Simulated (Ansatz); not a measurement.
System: La$_{2}$AlCo$_{2}$C.

```
CELL_PARAMETERS angstrom
3.59928 0.00000 0.00000
0.00000 3.59928 0.00000
0.00000 0.00000 8.90938
ATOMIC_POSITIONS crystal
La 0.00000 0.00000 0.33260
La 0.50000 0.50000 0.71763
Al 0.50000 0.50000 0.13862
Co 0.50000 0.00000 0.96575
Co 0.00000 0.50000 0.96575
C 0.00000 0.00000 0.87965
```

Space group P4mm; a structure from a database of computed crystals, not necessarily the ambient phase; a generated structure, not necessarily the stable one; changed on purpose from its base cell (volume × 0.97, shape and atoms relaxed); computed without spin polarisation.

All numbers below come from DFT PBE, scalar-relativistic, plane waves, PAW (Ansatz 0.2.0).

### Predict the valence pseudo-density and electron localisation function between the atoms.

Al–Co (2.37 Å): the density is about 0.38 e/Å³ at the midpoint; the ELF is about 0.40 at the midpoint.
La–Co (2.85 Å): ρ at the midpoint is about 0.27 e/Å³; the ELF is about 0.20 at the midpoint (no shared electron pair shows on this line).

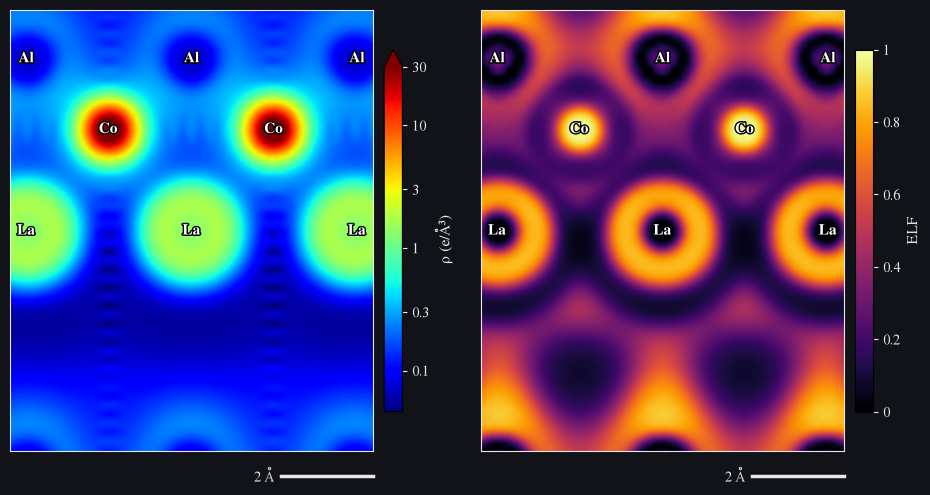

Computed valence pseudo-density and electron localisation function on the (100) plane of the conventional cell, in this order. 

Core electrons are frozen (PAW), and the valence fields are smoothed inside the atomic spheres.
